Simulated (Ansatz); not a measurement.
# Geometry relaxation, with input and output: CH8Si2

CH8Si2, computed with RKS PBE-D4/def2-SVP (Ansatz 0.2.0).

The geometry: GFN2-xTB start. Figures and captions count atoms from 1; the log counts them from 0 in places.

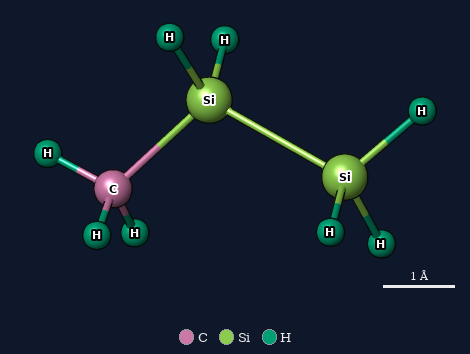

**Figure 1.** The structure as given in the input (ball-and-stick view, seen at a tilt).

The input
```yaml
crystal:
  periodic: [false, false, false]
  atoms:
    - {symbol: C, position_ang: [-0.176360, 1.712790, -0.119880]}
    - {symbol: Si, position_ang: [0.701450, 0.141490, 0.494050]}
    - {symbol: Si, position_ang: [-0.376300, -1.753500, -0.270140]}
    - {symbol: H, position_ang: [0.748240, 0.212260, 1.963190]}
    - {symbol: H, position_ang: [2.100300, 0.224730, 0.048340]}
    - {symbol: H, position_ang: [0.293170, 2.611390, 0.270110]}
    - {symbol: H, position_ang: [-1.218700, 1.728620, 0.187190]}
    - {symbol: H, position_ang: [-0.154160, 1.776810, -1.204800]}
    - {symbol: H, position_ang: [-1.743040, -1.878020, 0.246820]}
    - {symbol: H, position_ang: [0.321210, -2.982570, 0.116220]}
    - {symbol: H, position_ang: [-0.495820, -1.794010, -1.731100]}
basis:
  gaussian: {orbitals: def2-SVP}
hamiltonian: {xc: pbe, dispersion: d4}
scf: {omitted_lower_state_checks: [starts]}
output: {orbitals: {seedname: orbitals}}
relax: {f_tol: 0.02, max_steps: 100}
```

Hardware: 2 threads of Arm Neoverse N1, 77 GiB of memory available, shared host.

Launch command:
```bash
ansatz run in.yaml --threads 2 --pin off --events-out ev --progress --plain --max-ram 4352MiB
```

Output
```
Functional definition: PBE
  name "PBE"
  cite "Perdew, Burke & Ernzerhof, Phys. Rev. Lett. 77, 3865 (1996) doi:10.1103/PhysRevLett.77.3865"
  parent pbe
  parameter kappa = 0.804
  parameter beta = 0.06672455060314922
  exchange = pbe_x(kappa = kappa, mu = beta*pi^2/3)
  correlation = pbe_c(beta = beta)
these checks for a lower state are left out or cut short: starts
1014 factors; their error is unknown
mean field evaluation 1: about -16899.5945 eV, gradient 5.2e1 eV
mean field evaluation 2: about -16890.1230 eV, gradient 7.3e1 eV
mean field evaluation 4: about -16906.5440 eV, gradient 2.4e0 eV
mean field evaluation 8: about -16906.5695 eV, gradient 3.5e-2 eV
mean field evaluation 16: about -16906.4956 eV, gradient 4.8e-5 eV
mean field -16906.49556126 eV, -621.3022522421 hartree, gradient 4.8e-5 eV, S^2 0.000000; 0 other end points of the search recorded, 0 dependent functions left out
the calculation of the forces begins
reference -16906.49559883 eV, -621.3022536227 hartree; 21, 21 occupied and 69, 69 virtual orbitals, 1014 factors
relax step   1: F+E_penalty+E_count = -16906.69996002 eV  Δ(F+E_penalty+E_count) = +0.000e0 eV  max|allowed force component| = 8.330e-1 eV/Å  Δτ_max = 0.0000 Å  (24 SCF iters, accepted)
these checks for a lower state are left out or cut short: starts, cluster_reference, orbital_swaps, neighbouring_geometries, increment
1014 factors; their error is unknown
mean field -16906.62756591 eV, -621.3071033233 hartree, gradient 1.7e-5 eV, S^2 0.000000; 0 other end points of the search recorded, 0 dependent functions left out
the calculation of the forces begins
reference -16906.62760376 eV, -621.3071047145 hartree; 21, 21 occupied and 69, 69 virtual orbitals, 1014 factors
relax step   2: F+E_penalty+E_count = -16906.83125733 eV  Δ(F+E_penalty+E_count) = -1.313e-1 eV  max|allowed force component| = 2.225e-1 eV/Å  Δτ_max = 0.0950 Å  (26 SCF iters, accepted)
these checks for a lower state are left out or cut short: starts, cluster_reference, orbital_swaps, neighbouring_geometries, increment
1014 factors; their error is unknown
mean field -16906.63817632 eV, -621.3074932487 hartree, gradient 1.7e-5 eV, S^2 0.000000; 0 other end points of the search recorded, 0 dependent functions left out
the calculation of the forces begins
reference -16906.63821419 eV, -621.3074946406 hartree; 21, 21 occupied and 69, 69 virtual orbitals, 1014 factors
relax step   3: F+E_penalty+E_count = -16906.84172318 eV  Δ(F+E_penalty+E_count) = -1.047e-2 eV  max|allowed force component| = 6.210e-2 eV/Å  Δτ_max = 0.0484 Å  (26 SCF iters, accepted)
these checks for a lower state are left out or cut short: starts, cluster_reference, orbital_swaps, neighbouring_geometries, increment
1014 factors; their error is unknown
mean field evaluation 32: about -16906.7133 eV, gradient 7.9e-1 eV
mean field -16906.63911529 eV, -621.3075277552 hartree, gradient 1.7e-5 eV, S^2 0.000000; 0 other end points of the search recorded, 0 dependent functions left out
the calculation of the forces begins
reference -16906.63915319 eV, -621.3075291482 hartree; 21, 21 occupied and 69, 69 virtual orbitals, 1014 factors
relax step   4: F+E_penalty+E_count = -16906.84239566 eV  Δ(F+E_penalty+E_count) = -6.725e-4 eV  max|allowed force component| = 6.628e-2 eV/Å  Δτ_max = 0.0274 Å  (27 SCF iters, accepted)
these checks for a lower state are left out or cut short: starts, cluster_reference, orbital_swaps, neighbouring_geometries, increment
1014 factors; their error is unknown
mean field -16906.63991530 eV, -621.3075571551 hartree, gradient 1.7e-5 eV, S^2 0.000000; 0 other end points of the search recorded, 0 dependent functions left out
the calculation of the forces begins
reference -16906.63995321 eV, -621.3075585484 hartree; 21, 21 occupied and 69, 69 virtual orbitals, 1014 factors
relax step   5: F+E_penalty+E_count = -16906.84298033 eV  Δ(F+E_penalty+E_count) = -5.847e-4 eV  max|allowed force component| = 4.024e-2 eV/Å  Δτ_max = 0.0211 Å  (26 SCF iters, accepted)
these checks for a lower state are left out or cut short: starts, cluster_reference, orbital_swaps, neighbouring_geometries, increment
1014 factors; their error is unknown
mean field -16906.63993062 eV, -621.3075577183 hartree, gradient 9.7e-6 eV, S^2 0.000000; 0 other end points of the search recorded, 0 dependent functions left out
the calculation of the forces begins
reference -16906.63996852 eV, -621.3075591108 hartree; 21, 21 occupied and 69, 69 virtual orbitals, 1014 factors
relax step   6: F+E_penalty+E_count = -16906.84313095 eV  Δ(F+E_penalty+E_count) = -1.506e-4 eV  max|allowed force component| = 2.278e-3 eV/Å  Δτ_max = 0.0118 Å  (21 SCF iters, accepted)
```

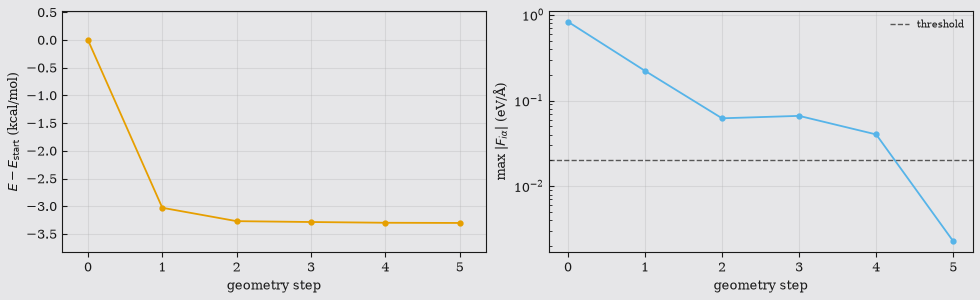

**Figure 2.** Progress of the relaxation, step by step (the first geometry is step 0 here and step 1 in the log).

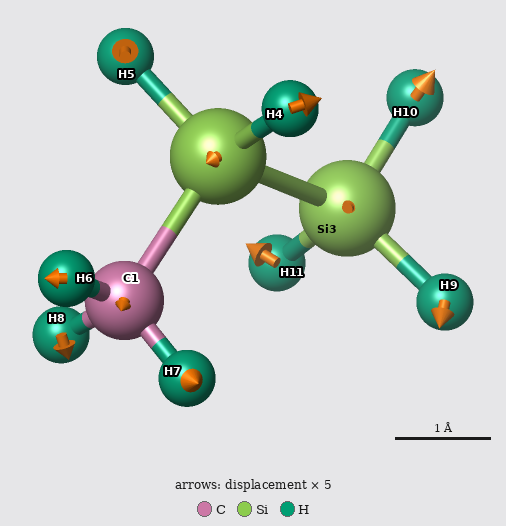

**Figure 3.** The starting structure with the displacements as orange arrows, magnified 5 times (ball-and-stick view, seen at a tilt). The two geometries are laid on each other by the best rigid fit. The energy falls by 3.30 kcal/mol in 5 geometry steps. The largest force component goes from 0.83 to 0.0023 eV/Å. The atom that moves furthest after the best rigid fit is H11 (0.086 Å). By element the largest moves are H 0.086 Å, Si 0.036 Å, C 0.029 Å. Among the contacts that change: Si2–Si3 2.310 → 2.355 Å, Si2–H4 1.472 → 1.509 Å, C1–H6 1.086 → 1.109 Å, C1–Si2 1.902 → 1.897 Å. Among the angles that change: Si3–Si2–H4 112.6° → 108.7°, C1–Si2–H4 107.3° → 110.3°, Si2–Si3–H9 112.8° → 110.4°. (Atoms are counted from 1 in the order of the input.)

```
these checks for a lower state are left out or cut short: starts
1014 factors; their error is unknown
mean field -16906.63993062 eV, -621.3075577183 hartree, gradient 1.2e-5 eV, S^2 0.000000; 0 other end points of the search recorded, 0 dependent functions left out
the calculation of the forces begins
reference -16906.63996852 eV, -621.3075591108 hartree; 21, 21 occupied and 69, 69 virtual orbitals, 1014 factors
Total energy: -16906.84316885 eV, -621.3150265852 hartree
Atom 0 at    -0.193738     1.735635    -0.119174 Å, force     0.000630    -0.001034     0.000586 eV/Å
Atom 1 at     0.700128     0.177595     0.490034 Å, force    -0.002135    -0.002200    -0.001566 eV/Å
Atom 2 at    -0.372436    -1.773530    -0.275966 Å, force     0.000966     0.002278     0.000663 eV/Å
Atom 3 at     0.736433     0.149800     1.997846 Å, force     0.000253     0.000228     0.001279 eV/Å
Atom 4 at     2.127758     0.169224     0.002882 Å, force     0.001293     0.000315    -0.001078 eV/Å
Atom 5 at     0.315546     2.648643     0.250171 Å, force    -0.000723     0.000142    -0.000689 eV/Å
Atom 6 at    -1.241922     1.754260     0.241080 Å, force     0.000489    -0.000117     0.000387 eV/Å
Atom 7 at    -0.208526     1.771707    -1.227023 Å, force    -0.000745    -0.000236     0.000729 eV/Å
Atom 8 at    -1.787320    -1.834178     0.241090 Å, force    -0.001090     0.000953    -0.000436 eV/Å
Atom 9 at     0.351993    -3.012412     0.181605 Å, force     0.000078    -0.000569     0.001161 eV/Å
Atom 10 at    -0.427926    -1.786754    -1.782544 Å, force     0.000983     0.000239    -0.001035 eV/Å
Dipole moment:    -0.049616     0.188453    -0.032930 e Å
Checks for a lower state left out: starts
```

Trajectory as extended XYZ (Å, eV, eV/Å), 6 frames, from step=1 to step=6
```
11
Properties=species:S:1:pos:R:3:forces:R:3 step=1 energy=-16906.69996
C    -0.1764    1.7128   -0.1199    0.1722  -0.6040   0.1126
Si    0.7015    0.1415    0.4940   -0.3867   0.8330  -0.2511
Si   -0.3763   -1.7535   -0.2701    0.1227  -0.0106   0.0799
H     0.7482    0.2123    1.9632   -0.0507  -0.1770   0.6928
H     2.1003    0.2247    0.0483    0.6564  -0.1727  -0.2855
H     0.2932    2.6114    0.2701    0.4160   0.5637   0.3351
H    -1.2187    1.7286    0.1872   -0.7280  -0.0273   0.2352
H    -0.1542    1.7768   -1.2048    0.0300  -0.0057  -0.7532
H    -1.7430   -1.8780    0.2468   -0.6994   0.0845   0.3561
H     0.3212   -2.9826    0.1162    0.4470  -0.6185   0.2603
H    -0.4958   -1.7940   -1.7311    0.0205   0.1344  -0.7821
11
Properties=species:S:1:pos:R:3:forces:R:3 step=2 energy=-16906.83126
C    -0.1971    1.7353   -0.1326    0.1266  -0.1877   0.0885
Si    0.6915    0.1739    0.4903   -0.0860  -0.0098  -0.0622
Si   -0.3606   -1.7814   -0.2631   -0.0131   0.2225  -0.0015
H     0.7064    0.1320    1.9923    0.0360   0.0588   0.1018
H     2.1127    0.1426    0.0047    0.1140   0.0649  -0.0014
H     0.3036    2.6353    0.2621    0.0818   0.1709   0.0626
H    -1.2499    1.7569    0.1955   -0.1623  -0.0265   0.0742
H    -0.1806    1.7888   -1.2341    0.0184  -0.0199  -0.1778
H    -1.7500   -1.8257    0.2962   -0.1645  -0.0683   0.0211
H     0.3694   -3.0199    0.1474    0.0906  -0.1431   0.0541
H    -0.4454   -1.7379   -1.7587   -0.0416  -0.0619  -0.1593
11
Properties=species:S:1:pos:R:3:forces:R:3 step=3 energy=-16906.84172
C    -0.1918    1.7236   -0.1284    0.0559  -0.0065   0.0378
Si    0.7093    0.1758    0.5028   -0.0621   0.0211  -0.0428
Si   -0.3785   -1.7656   -0.2757    0.0400   0.0118   0.0274
H     0.7348    0.1611    2.0118   -0.0073  -0.0124  -0.0165
H     2.1417    0.1742    0.0272   -0.0189  -0.0122  -0.0033
H     0.3010    2.6409    0.2523   -0.0120   0.0169  -0.0103
H    -1.2475    1.7312    0.2083   -0.0067  -0.0013   0.0080
H    -0.1814    1.7579   -1.2361    0.0001  -0.0009  -0.0066
H    -1.7812   -1.8405    0.2730    0.0100   0.0062   0.0009
H     0.3646   -3.0053    0.1457   -0.0097  -0.0284  -0.0043
H    -0.4710   -1.7534   -1.7809    0.0107   0.0057   0.0096
11
Properties=species:S:1:pos:R:3:forces:R:3 step=4 energy=-16906.84240
C    -0.1884    1.7368   -0.1214   -0.0537  -0.0663  -0.0350
Si    0.7005    0.1778    0.4941    0.0447   0.0256   0.0297
Si   -0.3726   -1.7723   -0.2739   -0.0162   0.0116  -0.0108
H     0.7326    0.1527    2.0025   -0.0053  -0.0052  -0.0035
H     2.1315    0.1683    0.0158   -0.0055  -0.0054  -0.0051
H     0.3061    2.6576    0.2483    0.0054  -0.0181   0.0020
H    -1.2421    1.7408    0.2244    0.0116   0.0282   0.0090
H    -0.1949    1.7618   -1.2300    0.0101   0.0269   0.0085
H    -1.7812   -1.8383    0.2600    0.0014  -0.0014  -0.0023
H     0.3567   -3.0168    0.1600    0.0055   0.0073   0.0059
H    -0.4481   -1.7684   -1.7799    0.0021  -0.0031   0.0015
11
Properties=species:S:1:pos:R:3:forces:R:3 step=5 energy=-16906.84298
C    -0.1918    1.7359   -0.1202   -0.0114   0.0402  -0.0074
Si    0.6981    0.1777    0.4905    0.0034  -0.0233   0.0020
Si   -0.3732   -1.7763   -0.2756    0.0063   0.0155   0.0044
H     0.7320    0.1515    1.9986   -0.0008  -0.0018  -0.0019
H     2.1270    0.1692    0.0064   -0.0021  -0.0016  -0.0012
H     0.3158    2.6491    0.2514    0.0092  -0.0064   0.0064
H    -1.2414    1.7590    0.2352   -0.0054  -0.0131   0.0032
H    -0.2022    1.7769   -1.2278   -0.0007  -0.0134  -0.0063
H    -1.7852   -1.8431    0.2485   -0.0004   0.0014   0.0003
H     0.3580   -3.0139    0.1750   -0.0007   0.0020   0.0011
H    -0.4371   -1.7859   -1.7819    0.0027   0.0003  -0.0006
11
Properties=species:S:1:pos:R:3:forces:R:3 step=6 energy=-16906.84313
C    -0.1937    1.7356   -0.1192    0.0006  -0.0010   0.0006
Si    0.7001    0.1776    0.4900   -0.0021  -0.0022  -0.0016
Si   -0.3724   -1.7735   -0.2760    0.0010   0.0023   0.0007
H     0.7364    0.1498    1.9978    0.0003   0.0002   0.0013
H     2.1278    0.1692    0.0029    0.0013   0.0003  -0.0011
H     0.3155    2.6486    0.2502   -0.0007   0.0001  -0.0007
H    -1.2419    1.7543    0.2411    0.0005  -0.0001   0.0004
H    -0.2085    1.7717   -1.2270   -0.0007  -0.0002   0.0007
H    -1.7873   -1.8342    0.2411   -0.0011   0.0010  -0.0004
H     0.3520   -3.0124    0.1816    0.0001  -0.0006   0.0012
H    -0.4279   -1.7868   -1.7825    0.0010   0.0002  -0.0010
```

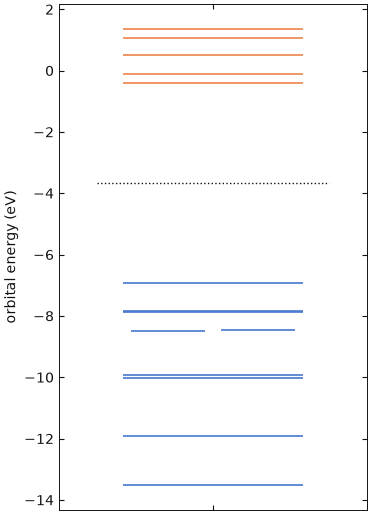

**Figure 4.** Orbital energies near the frontier; the dotted line parts filled from empty levels, and levels within 0.02 eV of each other stand side by side. Highest filled −6.92 eV, lowest empty −0.40 eV, 6.52 eV apart.

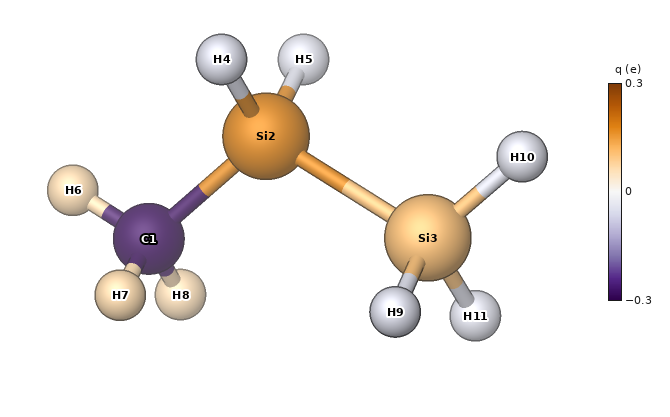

**Figure 5.** Mulliken charges, as the colour of each atom (ball-and-stick view, seen at a tilt; atoms are numbered from 1 in the order of the input). By element: C −0.29, Si +0.11 to +0.18 and H −0.05 to +0.07 e.

Key numbers

- outcome: converged
- total energy: −16906.8432 eV
- mean-field energy: −16906.6400 eV
- dispersion energy: −0.2032 eV
- SCF solution under orbital rotations: stable
- HOMO: −6.92 eV
- LUMO: −0.40 eV
- largest force (length of the vector) at the end: 0.003 eV/Å
- dipole moment: 0.95 D
- wall time: 15 s (CPU time 27 s)
- peak memory: 0.12 GiB
